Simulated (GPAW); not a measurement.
## STM contrast on a 7-layer slab of Os(0001)

Wanted: filled- and empty-state images of a 7-layer slab of Os(0001), with its work function.

Calculated with GPAW 26.7.0; GPAW, PAW setups; slab in vacuum, relaxation, in the first sound run; inputs show where later runs differ.

**1. Starting point**

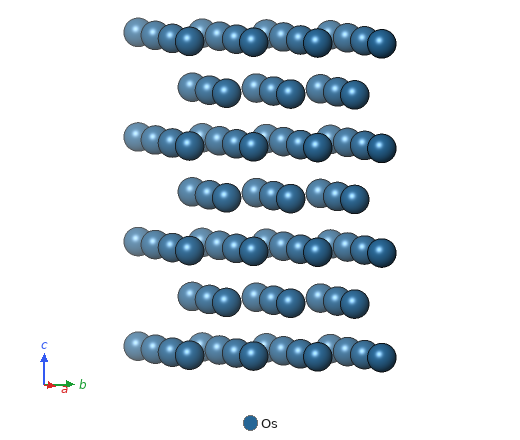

The starting structure, seen from the side, with the c axis up (osmium blue). 3×3×1 cells are drawn. Some periodic images of atoms are drawn too.

The cell holds 7 atoms: 7 Os. Its edges and angles: a = 2.740 Å, b = 2.740 Å, c = 26.979 Å, α = 90.0°, β = 90.0°, γ = 60.0°. Vacuum lies along c.

**2. Relaxation**

The atoms are relaxed first, since the surface dipole, and with it the work function, follows the positions of the outer layers. The lowest 3 atoms are held at bulk positions and keep their forces.

run.py reads:

```python
import json
import numpy as np
from ase import Atoms
from ase.constraints import FixAtoms
from ase.optimize import BFGS
from gpaw import GPAW, PW

slab = Atoms(
    ['Os', 'Os', 'Os', 'Os', 'Os', 'Os', 'Os'],
    positions=[
        [0.00000, 0.00000, 7.00000],
        [2.74000, 1.58194, 9.16323],
        [0.00000, 0.00000, 11.32646],
        [2.74000, 1.58194, 13.48969],
        [0.00000, 0.00000, 15.65292],
        [2.74000, 1.58194, 17.81615],
        [0.00000, 0.00000, 19.97938]],
    cell=[[2.74, 0.0, 0.0], [1.37, 2.37291, 0.0], [0.0, 0.0, 26.97938]],
    pbc=[True, True, False])

slab.calc = GPAW(mode=PW(400), xc='PBE', kpts={'size': (13, 13, 1), 'gamma': True},
                 occupations={'name': 'fermi-dirac', 'width': 0.1}, nbands='160%',
                 convergence={'density': 1e-05}, maxiter=200,
                 poissonsolver={'dipolelayer': 'xy'},
                 symmetry={'tolerance': 1e-3, 'extra_ids': [1, 1, 1, 0, 0, 0, 0]}, txt='slab.txt')
result = {}
slab.set_constraint(FixAtoms([0, 1, 2]))
path = []
opt = BFGS(slab, maxstep=0.2)
opt.attach(lambda: path.append((slab.get_potential_energy(), slab.positions.tolist(), slab.get_forces().tolist())))
result['relaxed'] = bool(opt.run(fmax=0.03, steps=40))
result['path'] = path
energy = slab.get_potential_energy()
fermi = slab.calc.get_fermi_level()
v = slab.calc.get_electrostatic_potential().mean((0, 1)) - fermi
n = slab.calc.get_pseudo_density().mean((0, 1))
L = slab.cell[2, 2]
z = np.arange(len(v)) * L / len(v)
low, high = slab.positions[:, 2].min(), slab.positions[:, 2].max()
below, above = np.interp([low - 4.8, high + 4.8], z, v)
slopes = [np.interp(x, z, np.gradient(v, z)) for x in (low - 4.8, high + 4.8)]
eps = np.array([[slab.calc.get_eigenvalues(k, s) for k in range(len(slab.calc.get_ibz_k_points()))]
                for s in range(slab.calc.get_number_of_spins())]) - fermi
top, bottom = eps[eps < 0].max(), eps[eps > 0].min()
dipole = slab.get_dipole_moment()[2]
print(f'energy {energy:.4f} eV, Fermi level {fermi:.4f} eV, dipole {dipole:.5f} e A')
print(f'potential 4.8 A off the faces, from the Fermi level: lower {below:.4f} eV, upper {above:.4f} eV')
print(f'slope of the potential there: lower {slopes[0]:.5f}, upper {slopes[1]:.5f} eV/A')
print(f'nearest levels on the mesh: {top:.4f} and {bottom:.4f} eV')
print('magnetic moment', round(slab.get_magnetic_moment(), 3))
result.update(energy=energy, fermi=fermi, dipole=dipole, below=below, above=above, slopes=slopes, edges=[top, bottom],
              z=z.tolist(), v=v.tolist(), n=n.tolist(), positions=slab.positions.tolist(),
              forces=slab.get_forces(apply_constraint=False).tolist(), moments=slab.get_magnetic_moments().tolist())
json.dump(result, open('result.json', 'w'))
```

Started as:

```bash
OMP_NUM_THREADS=1 OPENBLAS_NUM_THREADS=1 python run.py
```

The program printed:

```text
Step          Energy          fmax
BFGS:    0      -75.727085        0.804277
BFGS:    1      -75.743645        0.560531
BFGS:    2      -75.757949        0.186052
BFGS:    3      -75.758846        0.147105
BFGS:    4      -75.759757        0.069517
BFGS:    5      -75.760046        0.064967
BFGS:    6      -75.760165        0.049295
BFGS:    7      -75.760298        0.059059
BFGS:    8      -75.760437        0.064089
BFGS:    9      -75.760637        0.067396
BFGS:   10      -75.760793        0.063283
BFGS:   11      -75.760981        0.030491
BFGS:   12      -75.761023        0.011386
energy -75.6728 eV, Fermi level 6.5045 eV, dipole 0.00208 e A
potential 4.8 A off the faces, from the Fermi level: lower 5.3747 eV, upper 5.3224 eV
slope of the potential there: lower -0.00082, upper 0.00102 eV/A
nearest levels on the mesh: -0.0170 and 0.0271 eV
magnetic moment 0.0
```

Run time: 70 min. Hardware: 1 thread of Intel Xeon at 2.50GHz (Skylake/Cascade Lake), shared host; peak memory 0.28 GiB.

Relaxation path:

```tsv
step	energy less that of the first step (eV)	largest force (eV/Å)
1	0.0000	0.8043
2	-0.0164	0.5605
3	-0.0303	0.1861
4	-0.0314	0.1471
5	-0.0327	0.0695
6	-0.0331	0.0650
7	-0.0332	0.0493
8	-0.0334	0.0591
9	-0.0335	0.0641
10	-0.0336	0.0674
11	-0.0337	0.0633
12	-0.0338	0.0305
13	-0.0339	0.0114
```

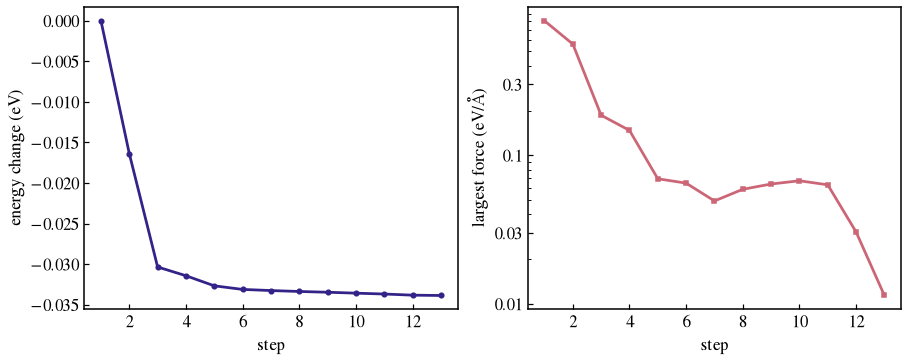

Energy and largest force along the relaxation.

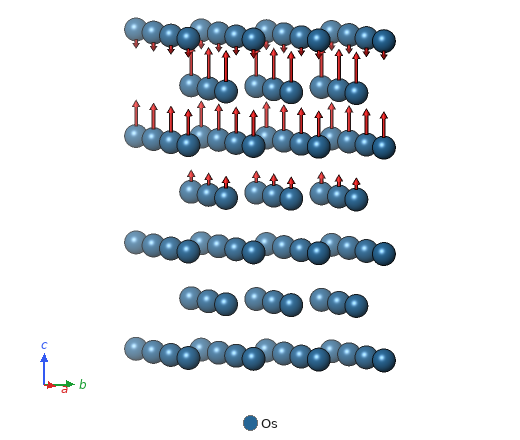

Displacements in the relaxation, exaggerated; the longest in the cell stands for 0.05 Å. 3×3×1 cells are drawn. Some periodic images of atoms are drawn too.

The atoms that moved most (Å):

```tsv
atom	dx	dy	dz	length
Os6	0.000	0.000	0.051	0.051
Os5	0.000	0.000	0.043	0.043
Os4	0.000	0.000	0.020	0.020
Os7	0.000	0.000	-0.015	0.015
```

The relaxed structure:

```xyz
7
Lattice="2.7400 0.0000 0.0000 1.3700 2.3729 0.0000 0.0000 0.0000 26.9794" Properties=species:S:1:pos:R:3
Os    0.0000    0.0000    7.0000
Os    2.7400    1.5819    9.1632
Os    0.0000    0.0000   11.3265
Os    2.7400    1.5819   13.5100
Os    0.0000    0.0000   15.6955
Os    2.7400    1.5819   17.8667
Os    0.0000    0.0000   19.9642
```

Numbers from this step:

* dipole along the normal: 0.002085 e·Å
* levels nearest the Fermi level on the mesh: -0.01697, 0.02707 eV from the Fermi level
* upper work function: 5.322 eV
* lower work function: 5.375 eV

The electrostatic potential energy of an electron (without an applied field's), less the Fermi level, planar mean oscillates, so the rows of the table below give means over windows of 2.16 Å about each position, cut where the curve ends. Its maxima inside the range that stand out by 2 % of the span (Å: eV): 8.1: -2.71, 10.3: -2.93, 12.4: -2.68, 14.6: -2.70, 16.7: -2.97, 18.9: -3.60. Its minima: 7.0: -31.2, 9.2: -31.8, 11.3: -31.7, 13.5: -31.7, 15.6: -31.5, 17.9: -31.7, 20.0: -31.3.

The electrostatic potential energy of an electron (without an applied field's), less the Fermi level, planar mean by z; means over each step:

```tsv
z (Å)	electrostatic potential energy of an electron (without an applied field's), less the Fermi level, planar mean (eV)
1.08	5.37
3.24	5.36
5.40	1.72
7.56	-15.4
9.72	-15.8
11.88	-15.6
14.04	-15.5
16.20	-15.7
18.36	-16.2
20.52	-12.6
22.68	5.11
24.84	5.32
```

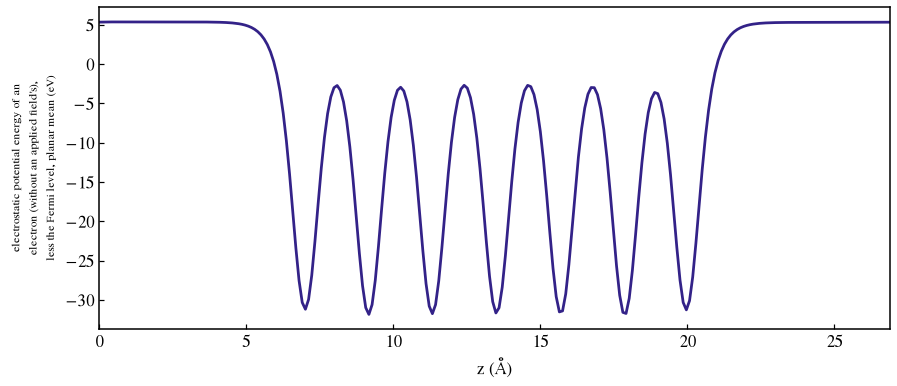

Electrostatic potential energy of an electron (without an applied field's), less the Fermi level, planar mean, plotted against z.

The pseudo valence density, planar mean oscillates, so the rows of the table below give means over windows of 2.16 Å about each position, cut where the curve ends. Its maxima inside the range that stand out by 2 % of the span (Å: e/Å³): 6.9: 1.98, 9.1: 1.97, 11.2: 1.96, 13.6: 1.98, 15.8: 2.02, 17.9: 2.04, 20.1: 1.96. Its minima: 8.2: 0.430, 10.1: 0.425, 12.5: 0.413, 14.7: 0.407, 16.8: 0.413, 19.0: 0.464.

The pseudo valence density, planar mean by z; means over each step:

```tsv
z (Å)	pseudo valence density, planar mean (e/Å³)
1.08	0
3.24	5.1e-4
5.40	0.143
7.56	0.995
9.72	0.995
11.88	0.988
14.04	0.988
16.20	0.993
18.36	1.02
20.52	0.849
22.68	0.00790
24.84	3.0e-5
```

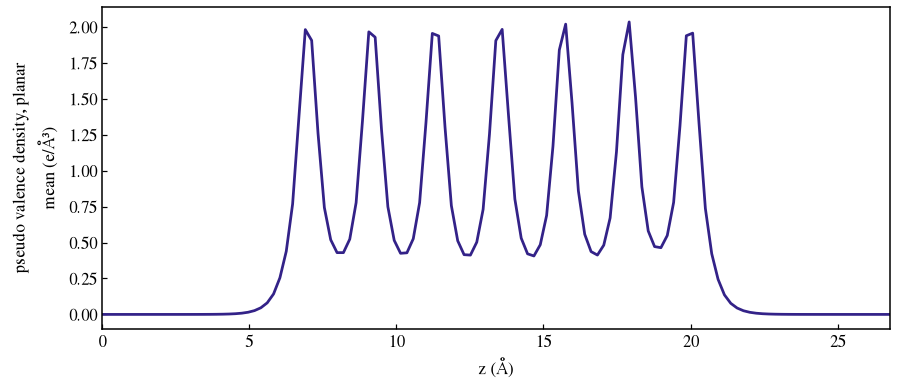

Pseudo valence density, planar mean against z.

The relaxation lowered the energy of the cell by 0.0339 eV (energies extrapolated to zero smearing; the optimiser's log prints free energies). The largest force left on a free atom is 0.011 eV/Å.

[end of part 1 of 2]

[Logs are printed without paths, hosts, clocks, repeated set-up lines and the standing remarks that a program may print on its own settings, such as how far it seeks lower states.]

[Hosts, paths, dates, database ids (printed as entryN), source tags and the programs' standing remarks are cut or masked in the printed files.]
